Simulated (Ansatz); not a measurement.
# Nudged elastic band, with input and output: GaH5S

GaH5S, set up with RKS PBE0-D4/def2-SVP (Ansatz 0.2.0).

One setting was made poor on purpose. It belongs to a series of runs on one base structure; here: an input spoilt on purpose.

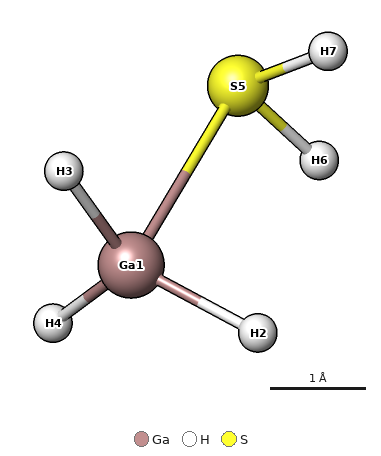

Figure 1. The input geometry (ball-and-stick view, seen at a tilt; atoms are numbered from 1 in the order of the input). Sticks mark near contacts. Bond lengths as drawn: Ga–H 1.58 Å, Ga–S 2.63 Å and H–S 1.35 Å.

### The input
```yaml
crystal:
  periodic: [false, false, false]
  atoms:
    - { symbol: Ga, position_ang: [-0.0446, 0.093518, -0.013797] }
    - { symbol: H, position_ang: [-0.564102, 0.534758, 1.409851] }
    - { symbol: H, position_ang: [1.486281, 0.257574, -0.348936] }
    - { symbol: H, position_ang: [-1.083614, -0.053632, -1.189617] }
    - { symbol: S, position_ang: [0.09676, -2.481438, 0.485871] }
    - { symbol: H, position_ang: [-1.117884, -2.619787, 1.062517] }
    - { symbol: H, position_ang: [0.727759, -2.395893, 1.677912] }
basis:
  gaussian: { orbitals: def2-SVP }
hamiltonian:
  xc: pbe0
  dispersion: d4
neb:
  order_check: false
  images: 0
  f_tol: 0.03
  max_iterations: 8
  optimiser: fire
  climbing: true
  final_atoms:
    - { symbol: Ga, position_ang: [0.10085198, -0.69940102, -0.35458422] }
    - { symbol: H, position_ang: [0.05079055, 0.37201438, 2.11234756] }
    - { symbol: H, position_ang: [1.48634014, 9.993e-05, -0.51343938] }
    - { symbol: H, position_ang: [-1.30563051, -0.03964758, -0.52315737] }
    - { symbol: S, position_ang: [0.19329268, -2.86898004, 0.05525967] }
    - { symbol: H, position_ang: [-1.14522187, -3.05083258, 0.06992559] }
    - { symbol: H, position_ang: [0.12017703, -0.37815309, 2.23744914] }
  initial_path:
    images:
      - { positions_ang: [[-0.0446, 0.093518, -0.013797], [-0.564102, 0.534758, 1.409851], [1.486281, 0.257574, -0.348936], [-1.083614, -0.053632, -1.189617], [0.09676, -2.481438, 0.485871], [-1.117884, -2.619787, 1.062517], [0.727759, -2.395893, 1.677912]] }
      - { positions_ang: [[-0.00717948, 0.05467522, -0.01980711], [-0.37143211, 0.37307831, 1.56858118], [1.47298578, 0.12821634, -0.4909508], [-1.14478175, -0.02741902, -1.07872187], [0.06790085, -2.46403049, 0.61361736], [-1.00160266, -2.82210459, 0.71583289], [0.48470937, -1.90731577, 1.77524935]] }
      - { positions_ang: [[0.03024103, 0.01583243, -0.02581722], [-0.17876222, 0.21139861, 1.72731135], [1.45969056, -0.00114132, -0.6329656], [-1.2059495, -0.00120603, -0.96782674], [0.0390417, -2.44662298, 0.74136373], [-0.88532133, -3.02442218, 0.36914878], [0.24165975, -1.41873854, 1.8725867]] }
      - { positions_ang: [[0.06766155, -0.02301035, -0.03182733], [0.01390767, 0.04971892, 1.88604153], [1.44639534, -0.13049898, -0.77498041], [-1.26711724, 0.02500695, -0.85693161], [0.01018255, -2.42921547, 0.86911009], [-0.76903999, -3.22673977, 0.02246468], [-0.00138988, -0.9301613, 1.96992405]] }
      - { positions_ang: [[0.07872503, -0.2484739, -0.13941296], [0.02620197, 0.15715074, 1.96147688], [1.45971027, -0.08696601, -0.68780006], [-1.279955, 0.00345544, -0.74567353], [0.07121926, -2.57580366, 0.59782661], [-0.89443395, -3.16810404, 0.03828498], [0.03913242, -0.74615857, 2.05909908]] }
      - { positions_ang: [[0.08978851, -0.47393746, -0.24699859], [0.03849626, 0.26458256, 2.03691222], [1.47302521, -0.04343304, -0.60061972], [-1.29279276, -0.01809607, -0.63441545], [0.13225597, -2.72239185, 0.32654314], [-1.01982791, -3.10946831, 0.05410529], [0.07965473, -0.56215583, 2.14827411]] }
      - { positions_ang: [[0.10085198, -0.69940102, -0.35458422], [0.05079055, 0.37201438, 2.11234756], [1.48634014, 9.993e-05, -0.51343938], [-1.30563051, -0.03964758, -0.52315737], [0.19329268, -2.86898004, 0.05525967], [-1.14522187, -3.05083258, 0.06992559], [0.12017703, -0.37815309, 2.23744914]] }
```

Run on 2 threads of Arm Neoverse V1, 24 GiB of memory available, shared host.

Command:
```bash
ansatz run input.yaml --threads 2 --pin off --max-ram 3072MiB --backend cpu --events-out ev --progress --plain --runs-dir out
```

### What the program printed
```
Error: 2 input errors — fix all and re-run
  1. invalid value for `neb.images`: must be ≥ 1; got 0
  2. invalid value for `neb.initial_path`: its number of entries is 7 where neb.images is 0 — a listed band holds both endpoints and every movable image in path order, neb.images + 2 = 2 entries, and is never re-spaced: set neb.images to 5, or list 2 entries
```

### Outcome

```json
{"quantity": "outcome", "value": "refused by the program"}
```

### Diagnosis

The program refused the input: “2 input errors — fix all and re-run 1. invalid value for `neb.images`: must be ≥ 1; got 0 2 …” A deliberately poor setting: bad input.
